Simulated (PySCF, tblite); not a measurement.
# C₄H₄O₂: dynamics, then NMR shifts and electronic excitations on frames

How do NMR shifts and electronic excitations of C₄H₄O₂ (`O=C(O)C1C=C1`) change as the atoms move?

The runs use tblite 0.8.0 and PySCF 2.14.0, with density-fitted response routines of our own; the level of theory stands in each step. All values are computed, except where a source is named. Atoms are numbered from 0 throughout.

**1. Starting geometry**

10 atoms, charge 0, multiplicity 1; geometry from: GFN2-xTB.

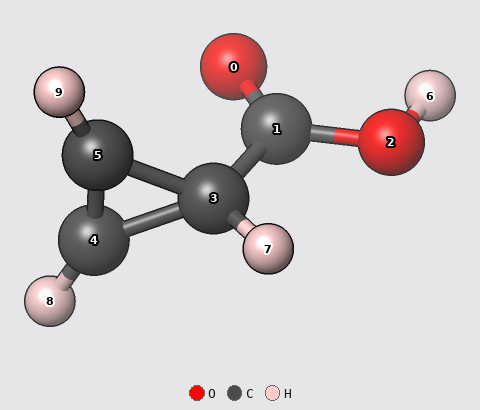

As it starts; oxygen red, carbon dark grey, hydrogen pink, atoms numbered.

**2. Thermal motion with GFN2-xTB**

Job settings and geometry (Å):

```
{"job": {"kind": "md", "xc": "GFN2-xTB", "basis": "xTB", "temperature": 600, "steps": 2000, "every": 50, "frames": 5}, "charge": 0, "multiplicity": 1}
O      1.191113    -0.584687    -1.261821
C      1.014723    -0.202999    -0.132413
O      2.019667    -0.089073     0.754018
C     -0.285132     0.189957     0.450683
C     -1.538263    -0.463753    -0.091023
C     -1.343035     0.753136    -0.473994
H      2.856071    -0.354548     0.340790
H     -0.231476     0.506486     1.486917
H     -2.078187    -1.376081    -0.076182
H     -1.596598     1.626217    -1.019504
```

With the program's defaults for keys left out, this is: GFN2-xTB Langevin dynamics, gas phase.

Run with:

```sh
$ OMP_NUM_THREADS=1 python probes_run.py task.json out
```

This one command runs all jobs of the session in turn.

Standard output:

```text
t/fs     T/K      E/eV
    0.0   508.5   -507.32946
   25.0   271.5   -506.98585
   50.0   274.7   -506.93883
   75.0   547.8   -506.95838
  100.0   564.7   -507.00435
  125.0   535.6   -506.71960
  150.0   570.4   -506.81845
  175.0   454.2   -506.87770
  200.0   584.1   -506.89761
  225.0   649.4   -506.66820
  250.0   599.1   -506.65810
  275.0   651.4   -506.61303
  300.0   464.0   -506.38814
  325.0   827.6   -506.54805
  350.0   668.6   -506.43024
  375.0   528.4   -506.76370
  400.0   386.5   -506.78347
  425.0   538.0   -506.70980
  450.0   557.4   -506.86200
  475.0   229.0   -506.61483
  500.0   367.8   -507.01139
  525.0   283.3   -506.87802
  550.0   314.9   -506.79156
  575.0   323.5   -506.78177
  600.0   600.7   -506.85680
  625.0   312.5   -506.28154
  650.0   846.6   -506.79755
  675.0   688.8   -506.69393
  700.0   820.3   -506.62160
  725.0   859.6   -506.58570
  750.0   754.4   -506.60653
  775.0   754.4   -506.43062
  800.0   642.9   -506.43699
  825.0   821.2   -506.40256
  850.0   811.5   -506.72178
  875.0   755.7   -506.48355
  900.0   670.2   -506.34258
  925.0   682.5   -506.26538
  950.0   917.0   -506.52663
  975.0   806.2   -506.44297
 1000.0   774.9   -506.47762
```

Run time: 6.7 s. Hardware: 1 thread of Arm Neoverse V1, shared host; peak memory 0.18 GiB.

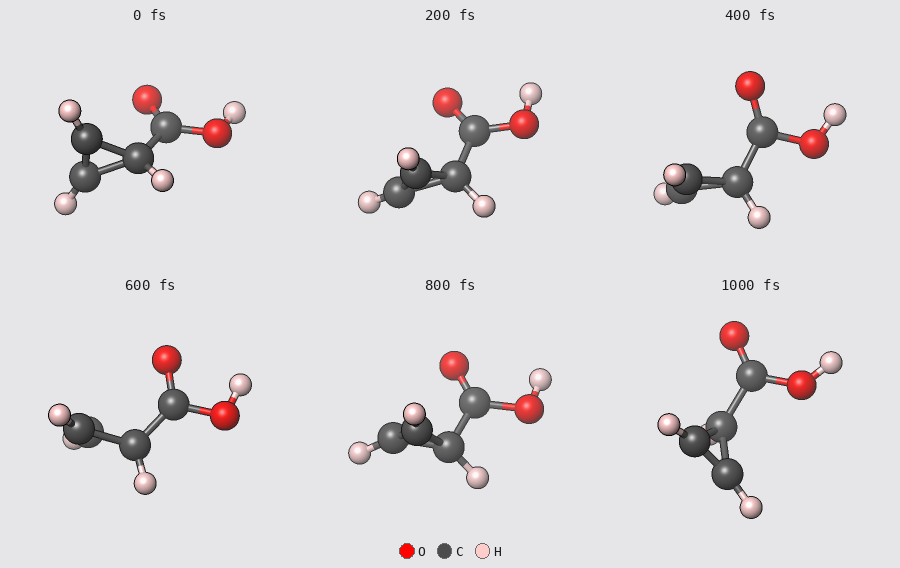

Frames of the run.

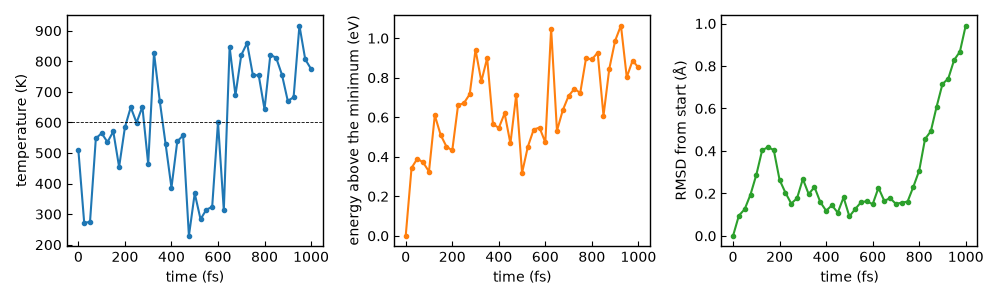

Temperature, potential energy and distance from the start.

Positions (Å) and forces (eV/Å) at 1000 fs:

```xyz
10

O    -0.035    0.720   -1.036    0.415    0.239   -1.614
C    -0.202    0.458    0.096   -0.347   -0.300    3.346
O     0.659    0.727    1.122   -0.545   -0.455    0.523
C    -1.472   -0.236    0.665   -0.050    2.849    1.323
C    -2.664    0.664    1.078   -0.117    0.236   -1.857
C    -2.195   -0.051    2.026    1.955   -0.511    0.829
H     1.583    1.029    1.083   -0.385    0.114   -0.976
H    -1.498   -1.181    0.266   -0.840   -1.809   -1.329
H    -3.273    1.452    0.664    0.103   -0.586    0.242
H    -2.098   -0.361    3.053   -0.190    0.222   -0.486
```

**3. Nuclear shieldings: 250 fs, PBE0/pcSseg-1**

Job settings and geometry (Å):

```
{"job": {"kind": "nmr", "xc": "PBE0", "basis": "pcSseg-1", "pop": false}, "charge": 0, "multiplicity": 1}
O      0.902900     0.096800    -1.298400
C      0.806500    -0.174000    -0.181900
O      1.875100    -0.324500     0.672300
C     -0.411300    -0.241300     0.657400
C     -1.813800    -0.703100     0.245300
C     -1.607700     0.563000     0.196900
H      2.747400    -0.440500     0.224100
H     -0.283400    -0.406000     1.673700
H     -2.429700    -1.497300    -0.148300
H     -2.230200     1.540400     0.151000
```

With the program's defaults for keys left out, this is: GIAO PBE0/pcSseg-1 NMR shielding, non-relativistic, gas phase.

Standard output:

```text
coarse grid: 9000 points
cycle   1  E = -304.6027532750  dE =  1.249e+00  |g| = 8.898e-01  |ddm| = 2.894e+00
cycle   2  E = -304.3906991803  dE =  2.121e-01  |g| = 1.420e+00  |ddm| = 1.587e+00
cycle   3  E = -304.7385303797  dE = -3.478e-01  |g| = 2.248e-01  |ddm| = 1.091e+00
cycle   4  E = -304.7475632486  dE = -9.033e-03  |g| = 6.886e-02  |ddm| = 1.914e-01
cycle   5  E = -304.7482988452  dE = -7.356e-04  |g| = 1.901e-02  |ddm| = 4.953e-02
cycle   6  E = -304.7483769926  dE = -7.815e-05  |g| = 4.675e-03  |ddm| = 1.948e-02
cycle   7  E = -304.7483811797  dE = -4.187e-06  |g| = 1.661e-03  |ddm| = 4.495e-03
final grid: 88736 points
cycle   8  E = -304.8061636583  dE = -1.405e-05  |g| = 1.159e-02  |ddm| = 2.194e-02
cycle   9  E = -304.8061227815  dE =  4.088e-05  |g| = 1.889e-02  |ddm| = 2.067e-02
cycle  10  E = -304.8061881979  dE = -6.542e-05  |g| = 1.862e-03  |ddm| = 1.287e-02
cycle  11  E = -304.8061888687  dE = -6.708e-07  |g| = 3.047e-04  |ddm| = 1.505e-03
cycle  12  E = -304.8061888822  dE = -1.350e-08  |g| = 1.158e-04  |ddm| = 2.428e-04
cycle  13  E = -304.8061888851  dE = -2.936e-09  |g| = 2.745e-05  |ddm| = 1.197e-04
cycle  14  E = -304.8061888853  dE = -1.164e-10  |g| = 1.604e-05  |ddm| = 3.266e-05
converged SCF energy = -304.8061888853

GIAO shielding tensors (ppm)
atom      isotropic    diamagn.    paramagn.     s11        s22        s33       span
  0 O      -49.112     402.546    -451.658   -278.975   -186.517    318.155    597.131
  1 C       19.577     247.807    -228.231    -80.777     65.734     73.773    154.550
  2 O      124.849     392.099    -267.250    -25.482    137.402    262.627    288.109
  3 C      170.689     242.899     -72.211    126.984    133.220    251.862    124.878
  4 C       64.449     258.363    -193.914    -99.899    112.806    180.439    280.338
  5 C       57.027     252.663    -195.636   -110.830    116.257    165.655    276.485
  6 H       25.774      29.538      -3.764     19.420     23.053     34.849     15.429
  7 H       30.251      30.841      -0.590     22.316     29.676     38.763     16.447
  8 H       24.143      30.589      -6.446     19.832     24.546     28.052      8.221
  9 H       22.675      26.947      -4.273     19.191     22.909     25.924      6.733
```

It took 7.5 s on 1 thread of Arm Neoverse V1, shared host; peak memory 0.54 GiB.

The references, computed at this level on geometries of the same kind, shield at (ppm): 1H TMS 31.72, 13C TMS 186.9, 17O H2O 336.1. Their shielding less the atom's gives the shift. The references are single molecules in the gas phase, so shifts against H2O, NH3, PH3, H3PO4 or CFCl3 are not on the usual liquid scales and can be off by tens of ppm. Each atom is listed at this fixed geometry, with no averaging over motion; a spectrum would average atoms that exchange fast.

| atoms | environment | σ (ppm) | δ (ppm) |
| --- | --- | --- | --- |
| C1 | carboxylic acid carbon | 19.6 | 167.3 |
| C5 | alkene CH | 57.0 | 129.9 |
| C4 | alkene CH | 64.4 | 122.5 |
| C3 | three-membered-ring carbon | 170.7 | 16.2 |
| H9 | hydrogen on an alkene CH | 22.67 | 9.04 |
| H8 | hydrogen on an alkene CH | 24.14 | 7.57 |
| H6 | hydrogen on an acid hydroxyl oxygen | 25.77 | 5.94 |
| H7 | hydrogen on a three-membered-ring carbon | 30.25 | 1.47 |
| O0 | carbonyl oxygen | -49.1 | 385.2 |
| O2 | acid hydroxyl oxygen | 124.8 | 211.2 |

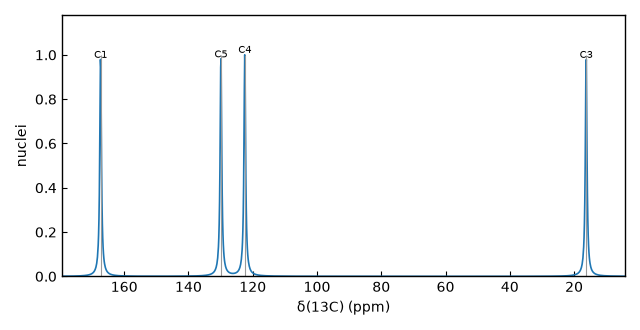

13C lines at the computed shifts, without couplings. Lines are broadened to a width of 0.60 ppm (Lorentzian).

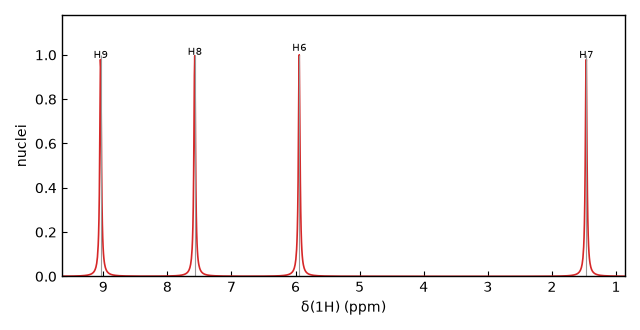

1H lines at the computed shifts, without couplings. Lines are broadened to a width of 0.03 ppm (Lorentzian).

Ring of atoms C3, C4, C5: NICS(0) -31.9, NICS(1) -8.3, NICS(1)zz -17.9 ppm (means of both faces).

In rings of three or four atoms NICS is ruled by the nearby σ bonds, so it says little on aromaticity.

**4. Ultraviolet spectrum: 250 fs, PBE0/def2-SVPD**

Settings changed since step 3:

```diff
@@ -1,2 +1,2 @@
-{"job": {"kind": "nmr", "xc": "PBE0", "basis": "pcSseg-1", "pop": false}, "charge": 0, "multiplicity": 1}
+{"job": {"kind": "uv", "xc": "PBE0", "basis": "def2-SVPD", "nstates": 5, "ntriplets": 0}, "charge": 0, "multiplicity": 1}
 O      0.902900     0.096800    -1.298400
```

Method: TDDFT PBE0/def2-SVPD, vertical, gas phase, core orbitals frozen in the response.

Standard output:

```text
coarse grid: 9000 points
cycle   1  E = -304.4368841411  dE =  1.198e+00  |g| = 8.472e-01  |ddm| = 4.859e+00
cycle   2  E = -304.2144019219  dE =  2.225e-01  |g| = 1.395e+00  |ddm| = 2.757e+00
cycle   3  E = -304.5679817203  dE = -3.536e-01  |g| = 2.069e-01  |ddm| = 1.907e+00
cycle   4  E = -304.5758516636  dE = -7.870e-03  |g| = 6.919e-02  |ddm| = 2.907e-01
cycle   5  E = -304.5766619422  dE = -8.103e-04  |g| = 1.824e-02  |ddm| = 7.613e-02
cycle   6  E = -304.5767383643  dE = -7.642e-05  |g| = 4.270e-03  |ddm| = 3.412e-02
cycle   7  E = -304.5767421464  dE = -3.782e-06  |g| = 1.436e-03  |ddm| = 8.983e-03
final grid: 88736 points
cycle   8  E = -304.6332440705  dE = -1.470e-05  |g| = 1.064e-02  |ddm| = 8.070e-02
cycle   9  E = -304.6332067005  dE =  3.737e-05  |g| = 1.758e-02  |ddm| = 3.128e-02
cycle  10  E = -304.6332662241  dE = -5.952e-05  |g| = 1.665e-03  |ddm| = 1.935e-02
cycle  11  E = -304.6332667911  dE = -5.670e-07  |g| = 2.889e-04  |ddm| = 2.171e-03
cycle  12  E = -304.6332668048  dE = -1.368e-08  |g| = 1.028e-04  |ddm| = 5.260e-04
cycle  13  E = -304.6332668072  dE = -2.362e-09  |g| = 2.802e-05  |ddm| = 1.970e-04
cycle  14  E = -304.6332668073  dE = -1.251e-10  |g| = 1.614e-05  |ddm| = 6.345e-05
converged SCF energy = -304.6332668073

Static polarisability (au): isotropic 52.012, principal 43.154 48.116 64.767

Singlet excitations
state   eV       nm        f      main configurations
  1   5.7950    214.0   0.00347   H->L+1 0.50, H->L 0.35, H-1->L+1 0.08
  2   6.3552    195.1   0.02946   H->L 0.54, H->L+1 0.38
  3   6.6480    186.5   0.00597   H-2->L 0.88
  4   6.8309    181.5   0.00556   H-1->L+1 0.66, H-1->L 0.16, H->L+1 0.08
  5   7.1449    173.5   0.02402   H-1->L 0.57, H-1->L+1 0.15, H-4->L 0.15
```

It took 14 s on 1 thread of Arm Neoverse V1, shared host; peak memory 0.67 GiB.

The orbitals next to the gap, with their largest atomic shares:

| orbital | eV | atoms |
| --- | --- | --- |
| HOMO−3 | -9.49 | O2 59 %, O0 22 %, C1 9 % |
| HOMO−2 | -8.97 | C3 34 %, C4 19 %, C5 17 % |
| HOMO−1 | -8.73 | O0 43 %, C4 16 %, C5 13 % |
| HOMO | -7.78 | O0 22 %, C5 20 %, C4 20 % |
| LUMO | -0.53 | C4 35 %, C5 34 %, H8 8 % |
| LUMO+1 | 0.00 | C1 29 %, O0 19 %, C5 12 % |
| LUMO+2 | 0.56 | O2 40 %, H6 24 %, C1 16 % |

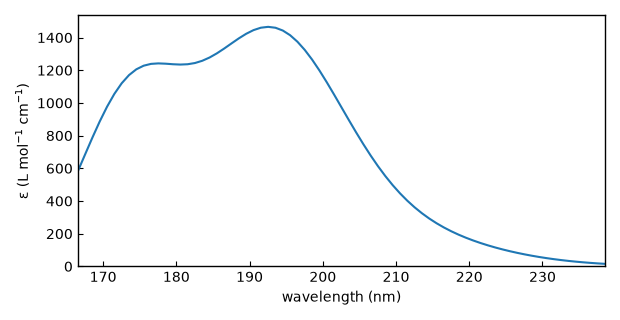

Absorption spectrum: each of the 5 states is a Gaussian band of 0.4 eV half-width at 1/e. Beyond the last state computed it falls off for lack of states.

Ground-state properties from the same run:

| property | computed |
| --- | --- |
| dipole moment (D) | 1.60 |
| polarisability (Å³) | 7.71 |
| HOMO–LUMO gap (eV) | 7.25 |
| −ε(HOMO) (eV) | 7.78 |

**5. Nuclear shieldings: 425 fs, PBE0/pcSseg-1**

Job settings and geometry (Å):

```
{"job": {"kind": "nmr", "xc": "PBE0", "basis": "pcSseg-1", "pop": false}, "charge": 0, "multiplicity": 1}
O      0.947500     0.275700    -1.060900
C      0.823300    -0.187100    -0.013500
O      1.754100    -0.263000     0.985400
C     -0.388000    -0.737900     0.532400
C     -1.542200    -1.429100    -0.174600
C     -1.751300    -0.178200     0.174100
H      2.634300     0.142200     0.727600
H     -0.375600    -1.061900     1.553500
H     -1.885300    -2.314100    -0.771900
H     -2.493500     0.591400    -0.012900
```

Method: GIAO PBE0/pcSseg-1 NMR shielding, non-relativistic, gas phase.

Standard output:

```text
coarse grid: 9000 points
cycle   1  E = -304.6113407677  dE =  1.264e+00  |g| = 8.736e-01  |ddm| = 2.905e+00
cycle   2  E = -304.4098919425  dE =  2.014e-01  |g| = 1.388e+00  |ddm| = 1.583e+00
cycle   3  E = -304.7420784621  dE = -3.322e-01  |g| = 2.250e-01  |ddm| = 1.090e+00
cycle   4  E = -304.7510999665  dE = -9.022e-03  |g| = 6.661e-02  |ddm| = 1.889e-01
cycle   5  E = -304.7517876047  dE = -6.876e-04  |g| = 1.813e-02  |ddm| = 4.686e-02
cycle   6  E = -304.7518589641  dE = -7.136e-05  |g| = 4.377e-03  |ddm| = 1.871e-02
cycle   7  E = -304.7518628737  dE = -3.910e-06  |g| = 1.112e-03  |ddm| = 4.144e-03
final grid: 88736 points
cycle   8  E = -304.8084185025  dE = -1.213e-05  |g| = 1.175e-02  |ddm| = 2.564e-02
cycle   9  E = -304.8083793155  dE =  3.919e-05  |g| = 1.894e-02  |ddm| = 2.043e-02
cycle  10  E = -304.8084430952  dE = -6.378e-05  |g| = 1.924e-03  |ddm| = 1.281e-02
cycle  11  E = -304.8084437886  dE = -6.934e-07  |g| = 2.993e-04  |ddm| = 1.486e-03
cycle  12  E = -304.8084438021  dE = -1.351e-08  |g| = 1.051e-04  |ddm| = 2.366e-04
cycle  13  E = -304.8084438046  dE = -2.539e-09  |g| = 1.682e-05  |ddm| = 1.134e-04
cycle  14  E = -304.8084438047  dE = -4.945e-11  |g| = 7.381e-06  |ddm| = 2.217e-05
converged SCF energy = -304.8084438047

GIAO shielding tensors (ppm)
atom      isotropic    diamagn.    paramagn.     s11        s22        s33       span
  0 O      -46.945     403.435    -450.380   -292.621   -170.471    322.258    614.880
  1 C       21.102     248.289    -227.187    -78.121     66.682     74.744    152.865
  2 O      120.918     392.204    -271.286    -30.875    133.162    260.468    291.343
  3 C      170.747     242.211     -71.464    129.317    138.684    244.239    114.922
  4 C       56.074     258.804    -202.730   -118.616    109.289    177.550    296.166
  5 C       59.451     252.235    -192.784   -117.440    113.259    182.536    299.976
  6 H       25.407      28.895      -3.488     19.204     22.696     34.321     15.118
  7 H       29.161      29.734      -0.573     20.879     29.077     37.527     16.648
  8 H       23.056      29.384      -6.328     18.823     23.784     26.561      7.737
  9 H       23.325      29.347      -6.022     17.814     24.735     27.427      9.613
```

Run time: 9 s. Hardware: 1 thread of Arm Neoverse V1, shared host; peak memory 0.56 GiB.

Key values: δ C1 165.8, C4 130.9, C5 127.5, C3 16.2, H8 8.66, H9 8.39 ppm.

**6. Ultraviolet spectrum: 425 fs, PBE0/def2-SVPD**

Settings changed since step 5:

```diff
@@ -1,2 +1,2 @@
-{"job": {"kind": "nmr", "xc": "PBE0", "basis": "pcSseg-1", "pop": false}, "charge": 0, "multiplicity": 1}
+{"job": {"kind": "uv", "xc": "PBE0", "basis": "def2-SVPD", "nstates": 5, "ntriplets": 0}, "charge": 0, "multiplicity": 1}
 O      0.947500     0.275700    -1.060900
```

Level: TDDFT PBE0/def2-SVPD, vertical, gas phase, core orbitals frozen in the response.

Standard output:

```text
coarse grid: 9000 points
cycle   1  E = -304.4452609340  dE =  1.212e+00  |g| = 8.318e-01  |ddm| = 4.875e+00
cycle   2  E = -304.2331772124  dE =  2.121e-01  |g| = 1.364e+00  |ddm| = 2.821e+00
cycle   3  E = -304.5714975300  dE = -3.383e-01  |g| = 2.081e-01  |ddm| = 1.910e+00
cycle   4  E = -304.5794513655  dE = -7.954e-03  |g| = 6.701e-02  |ddm| = 2.937e-01
cycle   5  E = -304.5802112468  dE = -7.599e-04  |g| = 1.736e-02  |ddm| = 7.519e-02
cycle   6  E = -304.5802806646  dE = -6.942e-05  |g| = 3.964e-03  |ddm| = 3.597e-02
cycle   7  E = -304.5802841491  dE = -3.484e-06  |g| = 8.944e-04  |ddm| = 8.930e-03
final grid: 88736 points
cycle   8  E = -304.6356493088  dE = -1.321e-05  |g| = 1.088e-02  |ddm| = 1.029e-01
cycle   9  E = -304.6356126000  dE =  3.671e-05  |g| = 1.778e-02  |ddm| = 3.337e-02
cycle  10  E = -304.6356718688  dE = -5.927e-05  |g| = 1.746e-03  |ddm| = 1.956e-02
cycle  11  E = -304.6356724774  dE = -6.086e-07  |g| = 2.807e-04  |ddm| = 2.207e-03
cycle  12  E = -304.6356724905  dE = -1.317e-08  |g| = 9.565e-05  |ddm| = 5.243e-04
cycle  13  E = -304.6356724927  dE = -2.127e-09  |g| = 1.745e-05  |ddm| = 2.047e-04
cycle  14  E = -304.6356724927  dE = -5.662e-11  |g| = 8.003e-06  |ddm| = 4.167e-05
converged SCF energy = -304.6356724927

Static polarisability (au): isotropic 51.871, principal 44.738 47.073 63.802

Singlet excitations
state   eV       nm        f      main configurations
  1   5.5840    222.0   0.01067   H->L 0.65, H->L+1 0.20
  2   6.2253    199.2   0.03462   H->L+1 0.67, H->L 0.23
  3   6.5446    189.4   0.01153   H-1->L 0.60, H-1->L+1 0.21, H->L+1 0.09
  4   6.8943    179.8   0.03071   H-2->L 0.58, H-1->L+1 0.15, H->L+2 0.14
  5   7.0210    176.6   0.00669   H->L+2 0.76
```

It took 14 s on 1 thread of Arm Neoverse V1, shared host; peak memory 0.66 GiB.

This run: HOMO -7.51 eV, LUMO -0.59 eV; lowest singlet 5.58 eV.

**7. Shielding tensors: 625 fs, PBE0/pcSseg-1**

Job settings and geometry (Å):

```
{"job": {"kind": "nmr", "xc": "PBE0", "basis": "pcSseg-1", "pop": false}, "charge": 0, "multiplicity": 1}
O      1.166300    -0.305000    -0.754200
C      0.888400    -0.521700     0.398600
O      1.669700    -0.463400     1.563300
C     -0.438900    -0.860900     0.882400
C     -1.127100    -1.554900    -0.301800
C     -1.454100    -0.288400     0.025100
H      2.568900    -0.273600     1.393100
H     -0.824300    -1.247900     1.820800
H     -0.850500    -2.488900    -0.801600
H     -2.018100     0.573400     0.071200
```

Level: GIAO PBE0/pcSseg-1 NMR shielding, non-relativistic, gas phase.

Standard output:

```text
coarse grid: 9000 points
cycle   1  E = -304.5796652717  dE =  1.239e+00  |g| = 8.984e-01  |ddm| = 2.927e+00
cycle   2  E = -304.2926354041  dE =  2.870e-01  |g| = 1.550e+00  |ddm| = 1.763e+00
cycle   3  E = -304.7165861441  dE = -4.240e-01  |g| = 2.654e-01  |ddm| = 1.248e+00
cycle   4  E = -304.7293366540  dE = -1.275e-02  |g| = 7.354e-02  |ddm| = 2.283e-01
cycle   5  E = -304.7301637411  dE = -8.271e-04  |g| = 2.330e-02  |ddm| = 5.738e-02
cycle   6  E = -304.7302807798  dE = -1.170e-04  |g| = 6.107e-03  |ddm| = 2.291e-02
cycle   7  E = -304.7302866038  dE = -5.824e-06  |g| = 3.411e-03  |ddm| = 6.092e-03
cycle   8  E = -304.7302893877  dE = -2.784e-06  |g| = 6.782e-04  |ddm| = 2.781e-03
final grid: 88736 points
cycle   9  E = -304.7868165484  dE = -1.337e-05  |g| = 1.139e-02  |ddm| = 2.335e-02
cycle  10  E = -304.7867747557  dE =  4.179e-05  |g| = 1.898e-02  |ddm| = 2.110e-02
cycle  11  E = -304.7868402806  dE = -6.552e-05  |g| = 2.219e-03  |ddm| = 1.330e-02
cycle  12  E = -304.7868412372  dE = -9.566e-07  |g| = 3.325e-04  |ddm| = 1.757e-03
cycle  13  E = -304.7868412543  dE = -1.705e-08  |g| = 1.371e-04  |ddm| = 2.989e-04
cycle  14  E = -304.7868412582  dE = -3.903e-09  |g| = 3.545e-05  |ddm| = 1.194e-04
cycle  15  E = -304.7868412584  dE = -2.401e-10  |g| = 1.726e-05  |ddm| = 3.701e-05
converged SCF energy = -304.7868412584

GIAO shielding tensors (ppm)
atom      isotropic    diamagn.    paramagn.     s11        s22        s33       span
  0 O      -84.667     402.749    -487.417   -370.604   -193.873    310.475    681.079
  1 C        2.252     248.362    -246.110    -96.472     41.449     61.779    158.252
  2 O      133.564     390.527    -256.963    -53.372    182.126    271.939    325.311
  3 C      172.556     247.390     -74.834    134.978    137.927    244.762    109.784
  4 C       69.942     259.802    -189.860    -60.695     84.062    186.458    247.153
  5 C       82.419     253.181    -170.762    -37.235    112.615    171.878    209.112
  6 H       27.003      32.123      -5.120     19.719     23.484     37.805     18.086
  7 H       28.780      30.585      -1.806     21.637     27.979     36.724     15.087
  8 H       23.813      30.284      -6.470     20.844     24.516     26.080      5.236
  9 H       25.913      32.390      -6.477     23.691     24.935     29.113      5.422
```

It took 8.2 s on 1 thread of Arm Neoverse V1, shared host; peak memory 0.56 GiB.

Key values: δ C1 184.7, C4 117.0, C5 104.5, C3 14.4, H8 7.90, H9 5.80 ppm.

[end of part 1 of 2]
